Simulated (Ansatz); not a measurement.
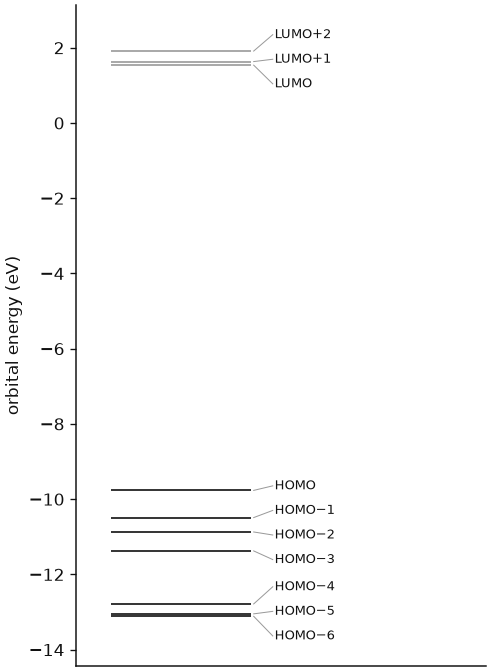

Kohn-Sham orbital energies near the frontier, LC-wPBE/def2-TZVPP in the Ansatz code 0.2.0, at a PBE0-D4/def2-TZVP geometry (a minimum by its frequencies), isolated molecule; empty levels in grey, levels within 0.03 eV side by side.

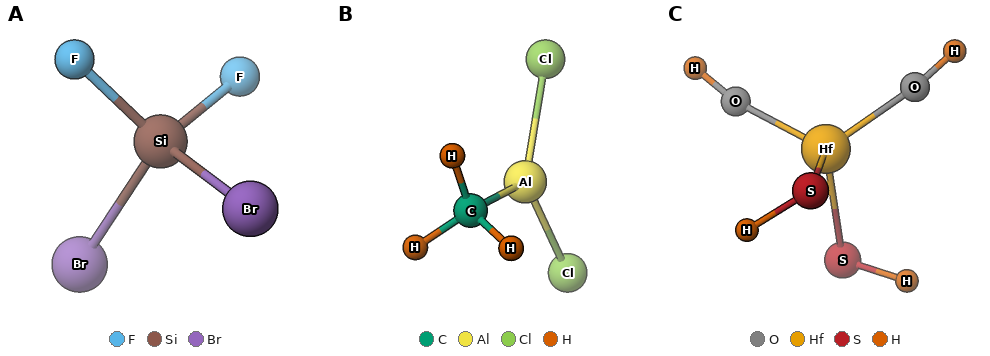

> Which molecule has this level scheme? Choose among the lettered structures.

Structure C, HfH₄S₂O₂, SMILES [OH][Hf]([OH])([SH])[SH], singlet. HOMO −9.77 eV, LUMO 1.54 eV, separation 11.30 eV.

Caveats: core potentials past krypton; spin-orbit coupling is left out, and with Hf it can shift these levels and split any degenerate set; empty levels above zero depend strongly on the basis.
